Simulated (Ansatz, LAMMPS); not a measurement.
# Ge in place of Sn at several sites of amorphous SnO2 (108 atoms): runs compared

At which site of amorphous SnO2 (108 atoms) does Ge in place of Sn cost least, and what about the site decides it?

Computed with Ansatz 0.2.0: Kohn-Sham DFT, PBE, PAW (set soft_1), plane waves.

### 1. The cell as built

The cell holds 108 atoms: 36 Sn and 72 O. Its edges and angles: a = 11.343 Å, b = 11.343 Å, c = 11.343 Å, α = 90.0°, β = 90.0°, γ = 90.0°. 108 atoms (36 Sn, 72 O) placed at random at 6.03 g/cm³, melted at 5000 K for 10 ps at fixed volume with the Morse and Coulomb pair potential with partial charges (Pedone, Malavasi, Menziani, Cormack and Segre, J. Phys. Chem. B 110, 11780 (2006)). Quenched from 5000 K to 300 K at 50 K/ps and fixed volume, held 10 ps at zero pressure, then minimised at fixed cell.

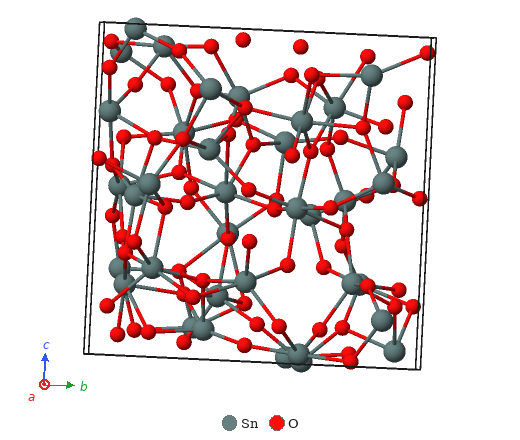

The cell as built. Bonds to atoms that aren't drawn are left out.

What the set-up can't give: The quench rate of 50 K/ps is many orders above laboratory rates, so the cell is likely richer in defects and strain than a real sample. The network of bonds at the start is that of the classical potential that made the cell, and needn't be the one that DFT or experiment would give. Sampling is at Γ alone, for a cell whose shortest periodic width is 11 Å.

### 2. The reference run

The reference is a single point at the end of the relaxation.

Every defect cell starts from the geometry of this run and is relaxed in the fixed cell.

Its input, with most atom lines left out:

```yaml
crystal:
  lattice:
    - [11.3429, 0.0, 0.0]
    - [0.0, 11.3429, 0.0]
    - [0.0, 0.0, 11.3429]
  atoms:
    - { symbol: Sn, position: [0.84431, 0.47934, 0.22901] }
    - { symbol: Sn, position: [0.9668, 0.16699, 0.51885] }
    - { symbol: Sn, position: [0.58974, 0.04301, 0.74992] }
    - { symbol: Sn, position: [0.75732, 0.64718, 0.01812] }
    - { symbol: Sn, position: [0.96261, 0.81967, 0.86961] }
    - { symbol: Sn, position: [0.64038, 0.78631, 0.24259] }
    - { symbol: Sn, position: [0.17084, 0.56464, 0.66078] }
    [... atom lines 8 to 108 left out ...]
kpoints:
  mp_grid: { grid: [1, 1, 1] }
hamiltonian:
  xc: pbe
  pseudopotentials: { kind: paw, azcp: { folder: soft_1 } }
scf:
  occupations: { method: fixed }
output:
  forces: true
  stress: true
  populations: true
  dos:
    method: { smearing: { sigma: 0.1 } }
    de: 0.1
    projected: { site_lists: { O: [O], Sn: [Sn] } }
  eigenvalues: true
  write_density: true
  write_potential: true
  volumetric_format: npy
```

- free energy per atom: -2386.1172 eV/atom
- r.m.s. force component: 0.00686 eV/Å
- pressure: 1.685 GPa

Filled and empty levels are parted by 0.309 eV (at Γ alone); a semilocal functional tends to put such gaps too low. In a disordered cell it changes from sample to sample, and tail or defect levels can set it.

### 3. The runs

Each row is one run, on 4 threads of Intel Xeon Platinum 8559C (Emerald Rapids), shared host. The free energy is the program's total, comparable only between runs with the same functional, potentials and atoms.

```
                                 run  atoms    outcome  ionic steps, all passes  free energy (eV)     time  host memory (GiB)
           Single point at the start    108  converged                        -       -257696.413     16 s                2.3
                          Relaxation    108  converged                       12       -257700.662    2 min                2.3
Single point at the relaxed geometry    108  converged                        -       -257700.662     24 s                2.4
        Ge on a site of Sn, site Sn4    108  converged                       22       -255971.857   10 min                4.1
       Ge on a site of Sn, site Sn11    108  converged                       15       -255970.663  7.2 min                4.1
       Ge on a site of Sn, site Sn21    108  converged                       13       -255971.579  5.9 min                4.1
       Ge on a site of Sn, site Sn30    108  converged                       15       -255971.465  7.4 min                4.1
       Ge on a site of Sn, site Sn36    108  converged                       12       -255971.323  5.7 min                4.1
       Ge on a site of Sn, site Sn12    108  converged                       10       -255971.580  4.8 min                4.1
```

In some runs the program notes that starting moments were not kept.

The surroundings of site Sn4, the cheapest one, after relaxation, nearest first, numbered as they follow in the input and with coordinates relative to it.

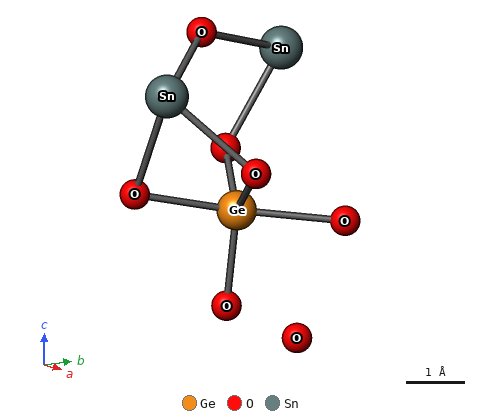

The atoms of the table, within 3.3 Å (arrows a, b, c point along x, y, z); some may hide others.

| atom | x | y | z | distance (Å) | bonds |
| --- | --- | --- | --- | --- | --- |
| Ge4 | -0.01 | 0.02 | 0.04 | 0.05 | 5 |
| O40 | -0.40 | 0.04 | -1.71 | 1.76 | 3 |
| O99 | -1.50 | 0.61 | 0.85 | 1.83 | 2 |
| O95 | -0.31 | -1.82 | 0.43 | 1.90 | 3 |
| O107 | 0.79 | 1.74 | -0.16 | 1.92 | 3 |
| O50 | 1.66 | -0.49 | 1.00 | 2.00 | 3 |
| O51 | 2.52 | -0.14 | -1.80 | 3.09 | 3 |
| Sn1 | 0.93 | -1.85 | 2.37 | 3.15 | 6 |
| O78 | -0.39 | -0.46 | 3.17 | 3.23 | 3 |
| Sn6 | -1.24 | 1.57 | 2.59 | 3.27 | 5 |

The column of bonds counts only the pairs O-Sn within 2.68 Å, O-Ge within 2.27 Å; other neighbours, such as metal atoms beside each other in a compound, aren't counted, and periodic images can show an atom twice.

### 4. The sites compared

All these cells hold the same atoms, so their energies can be compared with no chemical potential.

```csv
site,neighbours,mean distance (Å),atoms within 6 Å,energy over the best site (eV),before relaxation (eV),gain on relaxing (eV)
Sn4,O5,2.04,64,0.00,0.00,1.22
Sn12,O5,2.05,64,0.28,0.07,1.01
Sn21,O6,2.10,63,0.28,0.24,1.18
Sn30,O5,2.07,65,0.39,0.29,1.11
Sn36,O6,2.14,65,0.53,0.45,1.13
Sn11,O7,2.19,68,1.19,0.86,0.88
```

Neighbours are those of the relaxed host within 2.73 Å (O-Sn); other pairs aren't counted.

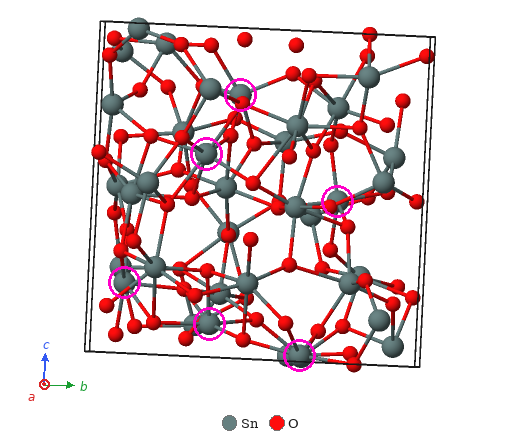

The relaxed cell with the tried sites ringed. Bonds to atoms that aren't drawn are left out. Some periodic images of atoms are drawn too.

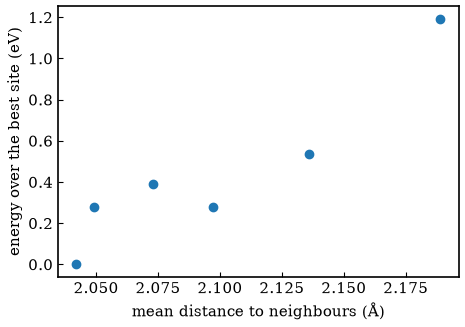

Site energy against the site's surroundings.

### 5. What came out

The cheapest site is Sn4 (5 neighbours, O5); the dearest, Sn11 (7 neighbours, O7), costs 1.2 eV more. By coordination the energies over the best site are 0.00 to 0.39 eV with 5 neighbours, 0.28 to 0.53 eV with 6 neighbours and 1.19 eV with 7 neighbours. Relaxation gains 0.88 to 1.2 eV and leaves the best site the same.

**Limits.** Defects are neutral and interact with their images. The reference ran with fixed occupations, but 6 of the 6 defect cells with fermi-dirac smearing of 0.025 eV, spin polarised. In a disordered cell the relaxation can also rearrange atoms far from the site. In the spin-polarised runs the search for a state of lower energy was switched off. Only 6 of the 36 Sn sites were tried; unless symmetry makes the others alike to these, a cheaper one may exist. The pressure of 1.7 GPa shows the cell to be compressed for this functional.

The DFT runs together took 44 min of wall time.

[Logs are printed without paths, hosts, clocks, repeated set-up lines and the standing remarks that a program may print on its own settings, such as how far it seeks lower states.]

[Hosts, paths, dates, database ids (printed as entryN), source tags and the programs' standing remarks are cut or masked in the printed files.]
